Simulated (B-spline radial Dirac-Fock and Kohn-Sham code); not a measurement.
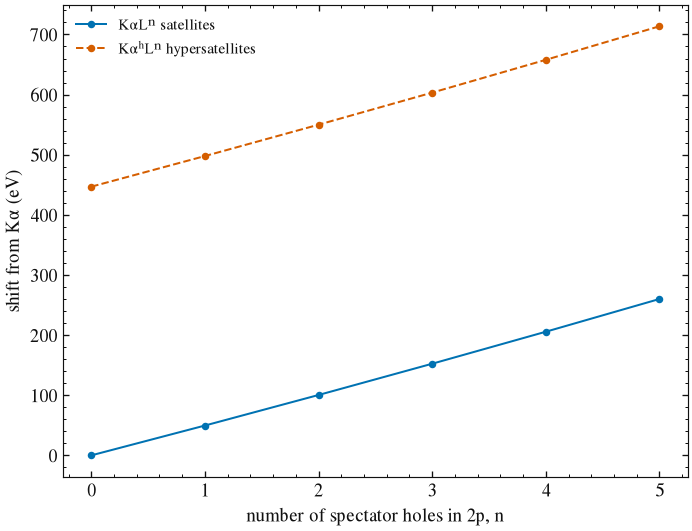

Shifts of Kα satellites and hypersatellites with the number of spectator holes in 2p, counted from the Kα line without spectators. The figure is for zirconium in charge state +4 (Zr⁴⁺) in the configuration [Kr], inside a Watson sphere of charge −4 and radius 2.7 Å that stands in for a crystal. Level of theory: Dirac–Fock ΔSCF (average of configuration, Fermi nucleus, Breit and QED terms, no correlation); calculated with a B-spline radial atomic code.

How far above Kα is the hypersatellite?

Answer. 447 eV as an average over the ¹P and ³P final terms; Kα itself is at 15.745 keV.

What is the shift of the ordinary satellite (one 1s hole) with 5 spectator holes?

Answer. 260 eV.
